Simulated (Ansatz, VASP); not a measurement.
# Cross-check of CdTe between VASP and Ansatz, part 2 of 2

One calculation is typed for both programs; each brings its own data sets. How far apart do they land? The cell is taken from a series of VASP runs on this material, whose earlier steps may have relaxed, scaled or displaced it; both programs get it as it stands. Valence electrons are named where the data sets of a main pair hold unlike numbers.

VASP 6.6.1 and Ansatz 0.2.0.

So far: The structure; Ansatz: band structure, HSE06; VASP: band structure, HSE06.

### Step 3. VASP: band structure, HSE06 (continued)

Level of this step: HSE06; plane waves and PAW (Cd, Te) (VASP).

Numbers of over 12 decimals in the logs are rounded to 6 here.

Parts of OUTCAR (step 3):

```text
ion  position               nearest neighbor table
   1  0.000  0.000  0.000-   2 2.82   2 2.82   2 2.82   2 2.82
   2  0.250  0.250  0.250-   1 2.82   1 2.82   1 2.82   1 2.82

  LATTYP: Found a face centered cubic cell.
 ALAT       =     6.5094734318

 Subroutine GETGRP returns: Found 24 space group operations
 (whereof 24 operations were pure point group operations)

The static configuration has the point symmetry T_d .

 Found      8 irreducible k-points:

   k-points           NKPTS =      8   k-points in BZ     NKDIM =     64   number of bands    NBANDS=     15

   dimension x,y,z NGX =    30 NGY =   30 NGZ =   30
   dimension x,y,z NGXF=    60 NGYF=   60 NGZF=   60

   ENCUT  =  400.0 eV  29.40 Ry    5.42 a.u.   7.51  7.51  7.51*2*pi/ulx,y,z

   NELECT =      18.0000    total number of electrons

 k-points in reciprocal lattice and weights: Automatic mesh
   0.00000000  0.00000000  0.00000000       0.016
   0.25000000  0.00000000  0.00000000       0.125
   0.50000000  0.00000000  0.00000000       0.062
   0.25000000  0.25000000  0.00000000       0.094
   0.50000000  0.25000000  0.00000000       0.375
  -0.25000000  0.25000000  0.00000000       0.188
   0.50000000  0.50000000  0.00000000       0.047
  -0.25000000  0.50000000  0.25000000       0.094

  exchange ACFDT corr.  =         0.00000000  see jH, gK, PRB 81, 115126

 average (electrostatic) potential at core
       1 -32.7262       2 -87.5396

 E-fermi :   1.9952

 k-point     1 :       0.0000    0.0000    0.0000
  band No.  band energies     occupation
    ...
      5      -7.5868      2.00000
      6      -7.5868      2.00000
      7       1.7214      2.00000
      8       1.7214      2.00000
      9       1.7214      2.00000
     10       3.2578      0.00000
     11       7.2172      0.00000
     12       7.2172      0.00000
     13       7.2172      0.00000
     14      10.2267      0.00000
    ...

 k-point     2 :       0.2500    0.0000    0.0000
  band No.  band energies     occupation
    ...
      5      -7.5874      2.00000
      6      -7.5874      2.00000
      7      -1.1020      2.00000
      8       1.2779      2.00000
      9       1.2779      2.00000
     10       4.5147      0.00000
     11       7.7892      0.00000
     12       7.7892      0.00000
     13       7.9697      0.00000
     14      10.9854      0.00000
    ...

 k-point     3 :       0.5000    0.0000    0.0000
  band No.  band energies     occupation
    ...
      5      -7.5791      2.00000
      6      -7.1480      2.00000
      7      -2.9412      2.00000
      8       0.9122      2.00000
      9       0.9122      2.00000
     10       4.3443      0.00000
     11       7.7965      0.00000
     12       7.7966      0.00000
     13       9.7109      0.00000
     14      11.4437      0.00000
    ...

  energy-cutoff  :      400.00
  volume of cell :       68.96
      direct lattice vectors                 reciprocal lattice vectors
     0.000000000  3.254736716  3.254736716    -0.153622257  0.153622257  0.153622257
     3.254736716  0.000000000  3.254736716     0.153622257 -0.153622257  0.153622257
     3.254736716  3.254736716  0.000000000     0.153622257  0.153622257 -0.153622257

 POSITION                                       TOTAL-FORCE (eV/Angst)
 -----------------------------------------------------------------------------------
      0.00000      0.00000      0.00000        -0.000000      0.000000     -0.000000
      1.62737      1.62737      1.62737         0.000000     -0.000000      0.000000
 -----------------------------------------------------------------------------------
    total drift:                               -0.000012     -0.000015     -0.000007

  FREE ENERGIE OF THE ION-ELECTRON SYSTEM (eV)
  ---------------------------------------------------
  free  energy   TOTEN  =        -6.0009877951 eV

  energy  without entropy=       -6.0009877951  energy(sigma->0) =       -6.00098780

 total charge
# of ion       s       p       d       tot
------------------------------------------
    1        0.434   0.307   9.572  10.314
    2        1.305   2.236   0.019   3.559
--------------------------------------------------
tot          1.739   2.543   9.591  13.873

[... 3 further parts left out ...]
```

The k-mesh is coarse for exact exchange; levels may shift by about 0.1 eV on a finer one. Spin-orbit coupling is off here; with elements this heavy it splits and shifts levels by tenths of an eV or more. The PAW data sets were made with PBE, which is usual practice but a small mismatch for other functionals.

### Step 4. Comparison

Known differences besides the potentials themselves: exact exchange at q = 0 is treated differently, which shows on coarse meshes; VASP keeps PBE cores, Ansatz makes them for the functional; the data sets hold 36 valence electrons in Ansatz (on its default PAW (the set named soft_2) files) and 18 in VASP; the cutoff is 420 eV in Ansatz and 400 eV in VASP; VASP takes a coarser grid for exact exchange (PRECFOCK = Fast). Total energies have different zeros and are not compared.

Compared:

| quantity | Ansatz | VASP | difference |
| --- | --- | --- | --- |
| gap over the path points (eV) | 1.624 | 1.536 | +0.088 |

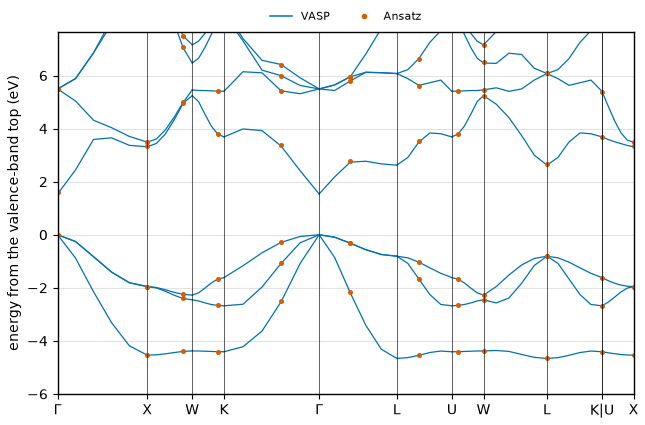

Bands from VASP (lines) and levels from Ansatz (dots). Dots without a line are higher empty bands that the VASP plot leaves out.

Levels at points of the path, from each program's valence-band top (eV; 4 filled, then empty):

| k (reciprocal lattice) | Ansatz | VASP |
| --- | --- | --- |
| 0.000 0.000 0.000 | -9.36 0.00 0.00 0.00 1.62 5.49 5.49 | -9.31 0.00 0.00 0.00 1.54 5.50 5.50 |
| 0.500 0.000 0.500 | -8.72 -4.53 -1.95 -1.95 3.33 3.48 9.88 | -8.69 -4.54 -1.95 -1.95 3.32 3.49 9.93 |
| 0.500 0.200 0.700 | -8.65 -4.39 -2.40 -2.25 4.95 4.99 7.06 | -8.62 -4.40 -2.40 -2.25 4.96 4.99 7.03 |
| 0.400 0.350 0.750 | -8.68 -4.40 -2.66 -1.67 3.80 5.40 8.07 | -8.65 -4.41 -2.67 -1.67 3.80 5.41 8.07 |
| 0.150 0.150 0.300 | -9.34 -2.51 -1.08 -0.29 3.39 5.42 5.99 | -9.29 -2.53 -1.08 -0.29 3.34 5.43 6.00 |
| 0.200 0.200 0.200 | -9.36 -2.17 -0.32 -0.32 2.79 5.79 5.95 | -9.31 -2.18 -0.32 -0.32 2.73 5.79 5.95 |
| 0.550 0.400 0.550 | -8.85 -4.54 -1.66 -1.03 3.52 5.62 6.64 | -8.81 -4.54 -1.67 -1.03 3.49 5.63 6.64 |
| 0.600 0.250 0.650 | -8.68 -4.40 -2.66 -1.67 3.80 5.40 8.07 | -8.65 -4.41 -2.67 -1.67 3.80 5.41 8.07 |
| 0.500 0.250 0.750 | -8.64 -4.37 -2.45 -2.27 5.23 5.45 6.52 | -8.61 -4.38 -2.45 -2.27 5.24 5.46 6.47 |
| 0.500 0.500 0.500 | -8.90 -4.66 -0.81 -0.81 2.66 6.08 6.08 | -8.87 -4.66 -0.81 -0.81 2.62 6.08 6.08 |

Among the levels compared at these points, filled levels agree within 46 meV and empty ones within 88 meV.

### Step 5. Outcome

```
largest difference of a filled level at the path points (band structure, HSE06) : 46 meV
difference in gap over the path points (band structure, HSE06)                  : 0.088 eV
```

**Reading.** The difference in gap over the path points is 0.088 eV (band structure, HSE06), beyond the 0.08 eV picked in this series as the mark of a large difference. The data sets hold unlike numbers of valence electrons (36 in Ansatz and 18 in VASP), so part of the differences comes from the potentials. How closely two codes agree says nothing of how well the functional describes the real material.

[Lines on the potential files, build, host, timing and source positions are cut from VASP's logs without a mark.]

[Logs are printed without paths, hosts, clocks, repeated set-up lines and the standing remarks that a program may print on its own settings, such as how far it seeks lower states.]

[Hosts, paths, dates, database ids (printed as entryN), source tags and the programs' standing remarks are cut or masked in the printed files.]
